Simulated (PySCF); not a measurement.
**Cl₄Zr, SMILES `Cl[Zr](Cl)(Cl)Cl`: what the electrons do**

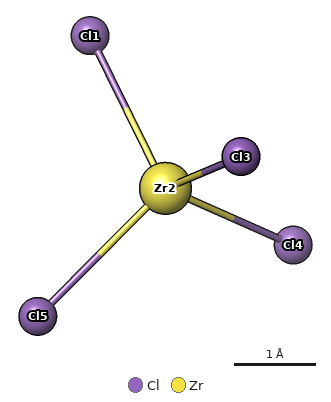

The molecule, with its atoms numbered as below. No frequency check shows the geometry to be a minimum.

Cartesian coordinates (Å):

```
Cl1     -1.2732    1.2996   -1.3254
Zr2     -0.0008    0.0001   -0.0004
Cl3      1.2741    1.2993    1.3262
Cl4      1.3275   -1.2994   -1.2725
Cl5     -1.3265   -1.2998    1.2725
```

## 1. Bonding charge

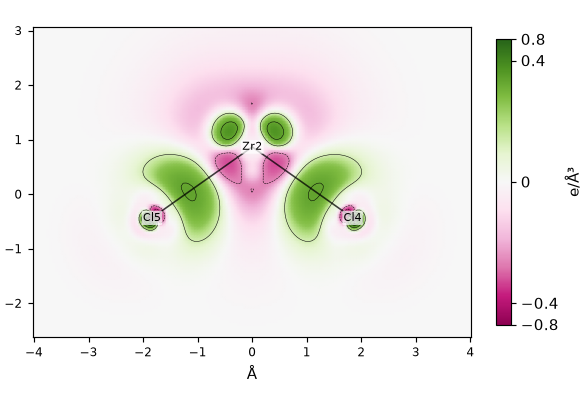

Deformation density (molecule less spherical, spin-averaged free atoms) in the plane of Zr2, Cl4 and Cl5; colour scale in e/Å³, logarithmic beyond ±0.1; green: gain, pink: loss.

PySCF calculation, PBE0/def2-TZVP, gas phase; geometry: GFN2-xTB. Core potentials replace the inner electrons of Zr; spin–orbit coupling isn't included. This is a single-reference result, which may miss multireference character in this system.

Q: Describe the bonding that the map shows.

A: Zr2–Cl5 and Zr2–Cl4: +0.12 e/Å³ at the bond critical point (bond length 2.25 Å, Mayer order 1.1). In all, 1.1 electrons gather in the regions of gain relative to the promolecule. A small or negative value marks a very polar bond, one between electron-rich atoms, whose free-atom densities already overlap strongly, a long bond to a heavier atom, or a closed-shell contact such as a hydrogen bond.

Q: Where do the Hirshfeld charges lie?

A: The highest Hirshfeld charge is on Zr2 (+0.56 e), the lowest on Cl1, Cl3, Cl4 and Cl5 (−0.14 e).

## 2. Bond critical points

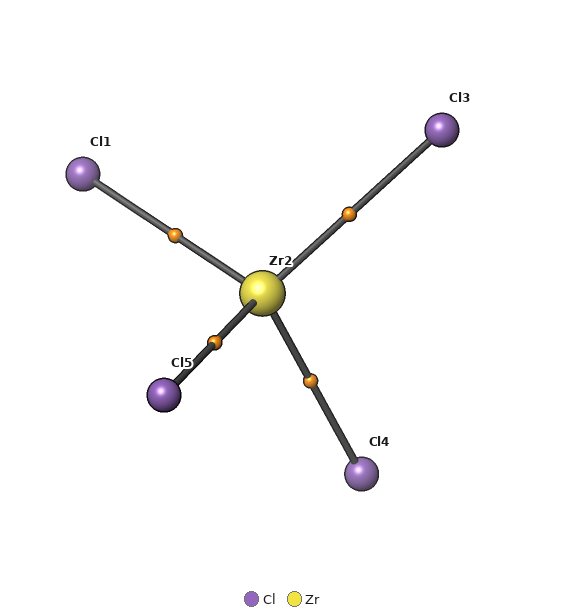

Molecular graph of the electron density (QTAIM): bond paths, bond critical points (orange), ring points (yellow, if any); weak paths are dashed.

Q: How many critical points of each kind are there, and does the count close?

A: 5 nuclei, 4 bond, 0 ring and 0 cage critical points: 5 − 4 + 0 − 0 = 1, as the Poincaré–Hopf relation requires.

Q: Tabulate density, Laplacian, ellipticity and energy density at the bond critical points (atomic units).

A:
| bond | length (Å) | ρ (a.u.) | ∇²ρ (a.u.) | ε | H (a.u.) |
| --- | --- | --- | --- | --- | --- |
| Cl1–Zr2 (4 alike) | 2.250 | 0.108 | +0.27 | 0.00 | −0.039 |

Q: What kind of interaction is Cl1–Zr2?

A: Polar or intermediate (positive Laplacian, negative energy density H): ρ = 0.108, ∇²ρ = +0.27, H = −0.039 a.u.

## 3. Local ionisation energy

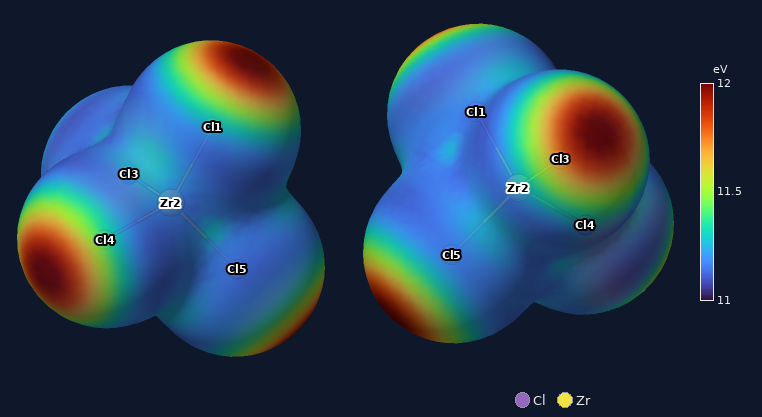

Average local ionisation energy on the surface of electron density 0.001 a.u. (back view left, front view right).

Q: Where are the most loosely bound electrons on this surface?

A: The lowest value is 11.1 eV, 2.1 Å from Cl4, and at like points elsewhere. For comparison, the highest occupied orbital lies at −9.7 eV.

Q: What volume does the surface enclose, and what is the dipole moment?

A: About 156 Å³; the dipole moment is 0.0 D.

## 4. In an electric field

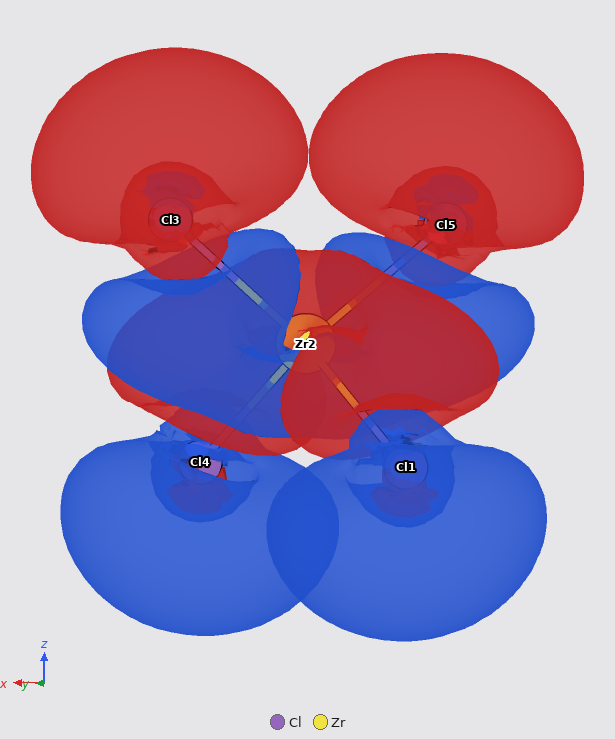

Change of the electron density in a uniform field of 0.21 V/Å, surfaces at ±0.0008 e/Å³ (blue: gain, red: loss).

Level of theory: PBE/def2-SVPD (PySCF), at a geometry from GFN2-xTB. Core potentials replace the inner electrons of Zr; spin–orbit coupling isn't included. This is a single-reference result, which may miss multireference character in this system.

The field was applied in both directions; the picture shows the one opposite to the script's first.

Q: Along which Cartesian direction does the field point?

A: Along +z: electrons gather on the −z side, against the field.

Q: How large is the response?

A: The induced dipole is 0.98 D (along the field); α along this axis, from the fields in both directions, is 97 bohr³ (14.3 Å³).

## 5. Localised orbitals

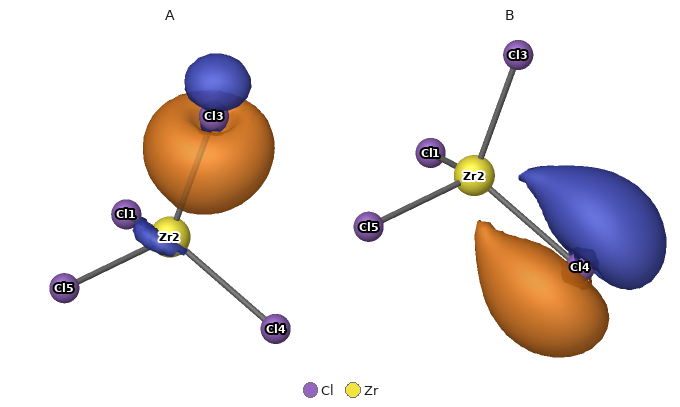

Pipek–Mezey orbitals, occupied; each surface holds about 80 % of the orbital's density. Energies are diagonal elements of the Fock matrix.

Computed with PySCF, TPSSh/def2-TZVP, geometry: GFN2-xTB. Core potentials replace the inner electrons of Zr; spin–orbit coupling isn't included. This is a single-reference result, which may miss multireference character in this system.

Q: Name the orbitals, with their atomic make-up and energies.

A: By panel:
- A: pair mostly on Cl3, shared in part with Zr2 (Cl3 87 %, Zr2 13 %; −14.6 eV)
- B: lone pair on Cl4 (p-type) (Cl4 97 %; −9.6 eV)

The PySCF runs shown took 31 s, 73 s and 52 s on 1 thread of AMD EPYC 7571, on a shared host.
